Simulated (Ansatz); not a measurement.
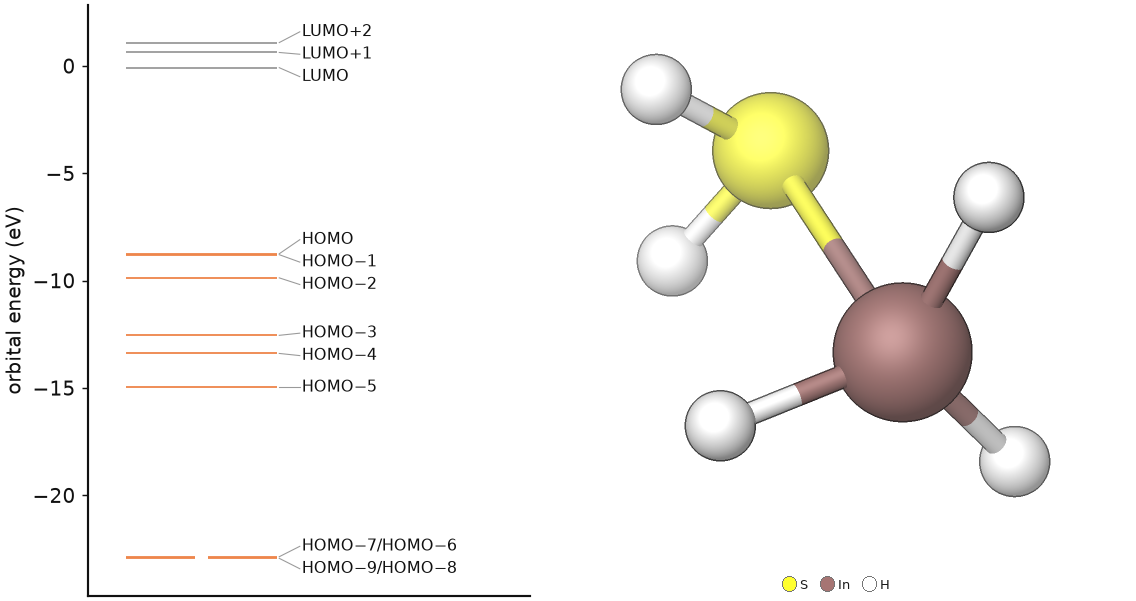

InH₅S, SMILES [SH2+][InH3-], singlet. Kohn-Sham orbital energies near the frontier, BHLYP/def2-TZVPP, the Ansatz code, at a PBE0-D4/def2-TZVP geometry (a minimum by its frequencies), isolated molecule; empty levels in grey, levels within 0.03 eV side by side.

**Where do the frontier orbitals lie?**

HOMO at −8.75 eV, LUMO at −0.08 eV, 8.67 eV apart.

**How far below the HOMO does the next level lie?**

0.04 eV.

**List the levels.**

| orbital | energy (eV) |
| --- | --- |
| LUMO+2 | 1.09 |
| LUMO+1 | 0.63 |
| LUMO | −0.08 |
| HOMO | −8.75 |
| HOMO−1 | −8.79 |
| HOMO−2 | −9.87 |
| HOMO−3 | −12.55 |
| HOMO−4 | −13.39 |
| HOMO−5 | −14.97 |
| HOMO−6 | −22.85 |
| HOMO−7 | −22.86 |
| HOMO−8 | −22.93 |
| HOMO−9 | −22.93 |

Caveats: core potentials past krypton; spin-orbit coupling is left out, and with In it can shift these levels and split any degenerate set; empty levels above zero depend strongly on the basis.
